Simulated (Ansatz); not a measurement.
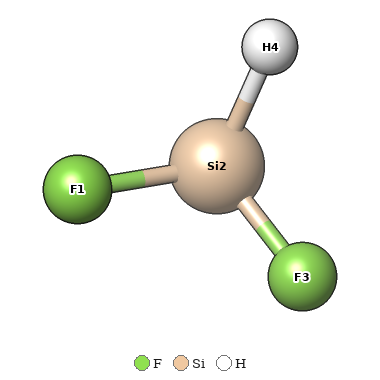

The system is F₂HSi, SMILES F[SiH]F, spin multiplicity 2; the picture shows the grid point nearest to the relaxed geometry. Two internal coordinates are moved rigidly from the geometry relaxed at PBE0-D4/def2-TZVP, all others fixed. The first coordinate is: bond Si2–F3; the second: bond F1–Si2. Grid: 7 × 7 points. Points are written as (first, second). All energies are given in kJ/mol relative to the lowest grid point. Computed with Ansatz, UKS PBE0-D4/def2-TZVPP.

Its coordinates:

```xyz
4

F     1.2744    0.6255   -0.4117
Si   -0.0564   -0.3055   -0.3141
F    -1.2684    0.6374   -0.2483
H     0.0071   -1.0515    0.9781
```

Range: bond Si2–F3 from 1.369 to 2.069 Å; bond F1–Si2 from 1.433 to 1.910 Å.

> Predict the map.

The lowest grid point is at (1.537 Å, 1.627 Å). The bottom of the well lies between grid points, at about (1.592 Å, 1.592 Å), about 7.5 kJ/mol lower on the interpolated surface. No other kind of well shows on this grid. The highest grid point, (2.069 Å, 1.910 Å), lies 266 kJ/mol above the lowest. Round the minimum the contours are nearly round: the two directions are equally stiff and uncoupled.

```csv
"bond F1–Si2 ↓, bond Si2–F3 →",1.369,1.437,1.537,1.653,1.782,1.922,2.069
1.910,209,136,91,95,135,196,266
1.809,168,95,49,52,91,151,221
1.714,138,64,17,19,57,116,185
1.627,123,48,0,0,37,96,164
1.547,127,51,2,2,37,95,162
1.479,151,75,25,24,58,115,181
1.433,184,107,56,54,88,145,210
```

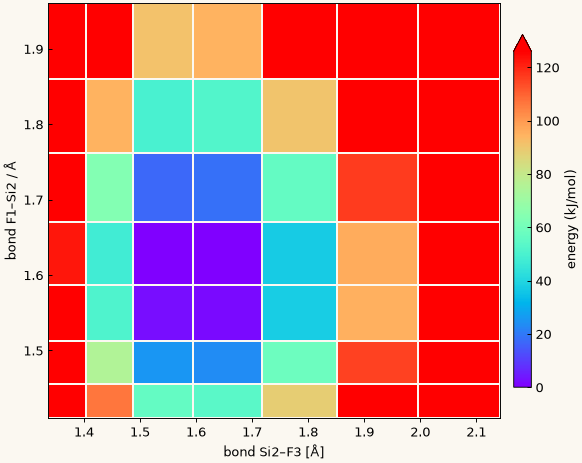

The picture shows one coloured cell a grid point, one colour for all values above the top of the scale.
